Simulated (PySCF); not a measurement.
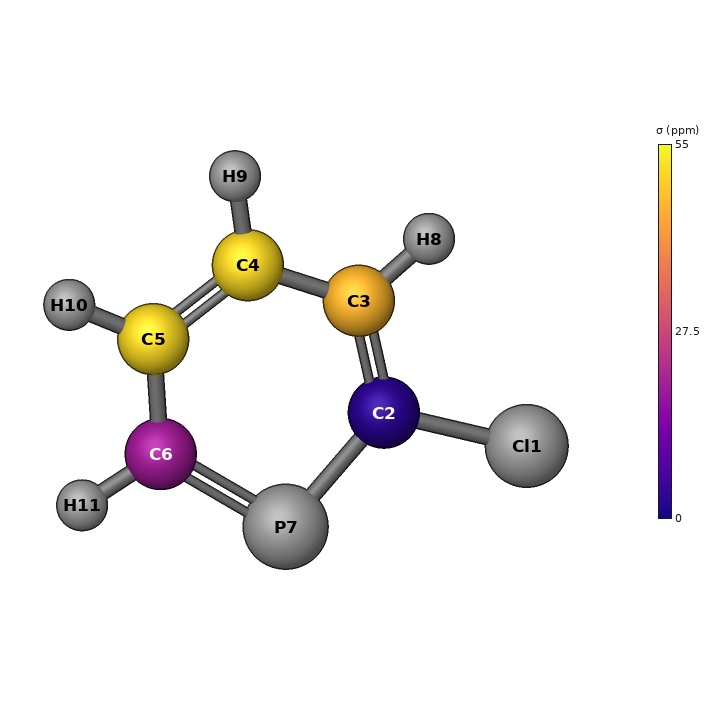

Atoms are coloured by their isotropic NMR shieldings (C only, the others grey). The computed structure is the end point of a GFN2-xTB optimisation. No frequency run is at hand to confirm it as a minimum. Level of theory: GIAO PBE0/pcSseg-1 NMR shielding, non-relativistic, gas phase (PySCF 2.14.0).

### Which C atom is the most shielded (lowest chemical shift)?

C4, C5 (50.9 ppm).

### Which C atom is the least shielded (highest chemical shift)?

C2 (2.9 ppm).

### How wide is the range of C shifts?

48.0 ppm.

Give the isotropic NMR shieldings of the C atoms atom by atom.

```
atom  σ (ppm)
  C2      2.9
  C3     46.4
  C4     50.9
  C5     50.9
  C6     19.7
```

The geometry is semi-empirical. Around P such bond lengths and angles can be off by a tenth of an ångström or more and by several degrees, and values that hang on the shape move with them.
